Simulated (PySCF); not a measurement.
# doublet [S2F2]−: levels of theory compared

Wanted: a comparison of 6 runs (UHF/STO-3G, U-wB97M-V/def2-SVPD, UB2PLYP/def2-SVPD, UCAM-B3LYP/def2-SVPD, UM06-2X/def2-SVPD, USCS-MP2/def2-SVPD) of doublet [S2F2]−. The job is set up through a Python script.

Program for the calculation: PySCF 2.14.0.

1 further run of the same task is left out (set aside as unsound or not needed).

## 1. The molecule

[S2F2]−: 4 atoms, total charge -1, spin state doublet. SMILES of the parent species: `FS(F)=S`. The shape is that of a PBE0-D4/def2-TZVP optimisation. That shape belongs to the parent species and isn't relaxed for this state.

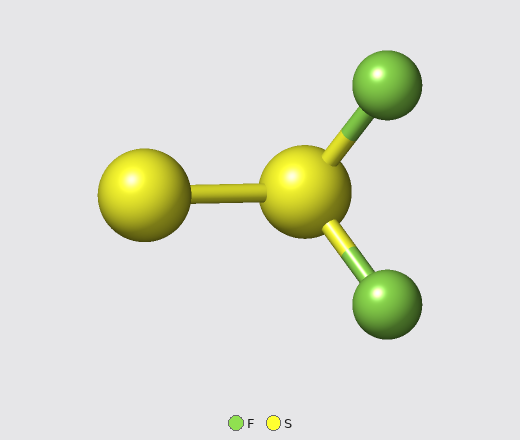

Viewed from a chosen angle; fluorine green, sulfur yellow.

## 2. The energy at UHF/STO-3G (run 1)

File job.py:

```python
from pyscf import gto, scf

mol = gto.M(
    atom='F 0.734930 0.336790 1.199050; S -0.480890 -0.090070 0.240730; F 0.313460 -1.382440 -0.286190; S -0.567510 1.135710 -1.153590',
    max_memory=1860,
    spin=1,
    verbose=3,
    basis='sto-3g',
    charge=-1,
)

hf = scf.UHF(mol)
hf.conv_tol = 1e-10
hf.kernel()
if not hf.converged:
    hf = hf.newton().run(hf.mo_coeff, hf.mo_occ)

etot = hf.e_tot
print('Final energy', etot)
```

Run with:

```sh
$ OMP_NUM_THREADS=1 python job.py
```

Standard output:

```text
converged SCF energy = -981.982005896474  <S^2> = 0.80212008  2S+1 = 2.0514581
Final energy -981.982005896474
```

Run time: 0.58 s. Hardware: 1 thread of Arm Neoverse V2, shared host; peak memory 0.1 GiB.

## 3. A single-point energy at U-wB97M-V/def2-SVPD (run 2)

File input.xyz:

```xyz
4
F2S2
F      0.734930     0.336790     1.199050
S     -0.480890    -0.090070     0.240730
F      0.313460    -1.382440    -0.286190
S     -0.567510     1.135710    -1.153590
```

File run.py:

```python
from pyscf import gto, dft

mol = gto.Mole()
mol.atom = 'input.xyz'
mol.charge = -1
mol.verbose = 3
mol.spin = 1
mol.basis = 'def2-svpd'
mol.max_memory = 1860
mol.build()

calc0 = dft.UKS(mol, xc='wb97m-v')
calc0.conv_tol = 1e-10
calc0.nlcgrids.level = 1
calc0.grids.level = 5
calc0.kernel()
if not calc0.converged:
    calc0 = calc0.newton().run(calc0.mo_coeff, calc0.mo_occ)

e_final = calc0.e_tot
print('Final energy', e_final)
```

Run with:

```sh
$ OMP_NUM_THREADS=1 python run.py
```

Standard output:

```text
WARN: HOMO -0.0651975189024498 >= LUMO -0.065197518902449

converged SCF energy = -995.558535544026  <S^2> = 0.75288008  2S+1 = 2.002878
Final energy -995.5585355440255
```

Run time: 1.8 min. Hardware: 1 thread of Arm Neoverse V2, shared host; peak memory 0.58 GiB.

Runs 3 to 5 aren't shown in full; the table further down has their settings and results.

## 4. A single-point energy at USCS-MP2/def2-SVPD (run 6)

File input.py:

```python
from pyscf import gto, scf, mp

mol = gto.M(
    atom='F 0.734930 0.336790 1.199050; S -0.480890 -0.090070 0.240730; F 0.313460 -1.382440 -0.286190; S -0.567510 1.135710 -1.153590',
    verbose=3,
    max_memory=1860,
    charge=-1,
    spin=1,
    basis='def2-svpd',
)

mf = scf.UHF(mol)
mf.conv_tol = 1e-10
mf.kernel()
if not mf.converged:
    mf = mf.newton().run(mf.mo_coeff, mf.mo_occ)

pt = mp.MP2(mf, frozen=12).run()
energy = mf.e_tot + 1.2 * pt.e_corr_os + pt.e_corr_ss / 3
print('E = %.10f Eh' % energy)
```

Run with:

```sh
$ OMP_NUM_THREADS=1 python input.py
```

Standard output:

```text
converged SCF energy = -993.451766043554  <S^2> = 0.76857164  2S+1 = 2.0184862
E(UMP2) = -994.139455832894  E_corr = -0.687689789339429
E(SCS-UMP2) = -994.10875187395  E_corr = -0.656985830395416
E = -994.1087518739 Eh
```

Wall time 4.5 s (1 thread of Arm Neoverse V2, shared host); peak memory 0.27 GiB.

## 5. The series

| run | level | integration grid | nlc grid | energy (Eh) | HOMO energy (eV) | LUMO energy (eV) | ⟨S²⟩ | wall time |
| --- | --- | --- | --- | --- | --- | --- | --- | --- |
| 1 | UHF/STO-3G | – | – | -981.982006 | 6.39 | 18.42 | 0.802 | 0.58 s |
| 2 | U-wB97M-V/def2-SVPD | 5 | 1 | -995.558536 | -0.03 | 4.75 | 0.753 | 1.8 min |
| 3 | UB2PLYP/def2-SVPD | 5 | – | -995.225639 | 0.89 | 4.71 | 0.758 | 35 s |
| 4 | UCAM-B3LYP/def2-SVPD | 5 | – | -995.621422 | 0.61 | 4.69 | 0.755 | 42 s |
| 5 | UM06-2X/def2-SVPD | 5 | – | -995.539864 | 0.98 | 4.11 | 0.754 | 68 s |
| 6 | USCS-MP2/def2-SVPD | – | – | -994.108752 | -0.84 | 5.46 | 0.769 | 4.5 s |

## 6. What came out

```
                                                         quantity          value
                                              run 6: total energy  -994.10875 Eh
run 6: HOMO energy (Hartree–Fock orbitals) (highest over α and β)       -0.84 eV
 run 6: LUMO energy (Hartree–Fock orbitals) (lowest over α and β)        5.46 eV
              run 6: correlation energy (12 core orbitals frozen)     -657.0 mEh
                         run 6: ⟨S²⟩ of the reference determinant          0.769
```

In words: Totals of different functionals can't be ranked against each other. In runs 1, 3, 4, 5 the HOMO lies above zero, so the outermost electron may be held by the basis alone. In run 1 the basis is minimal, so the values are rough. All runs together took 4.3 min, the longest 1.8 min.
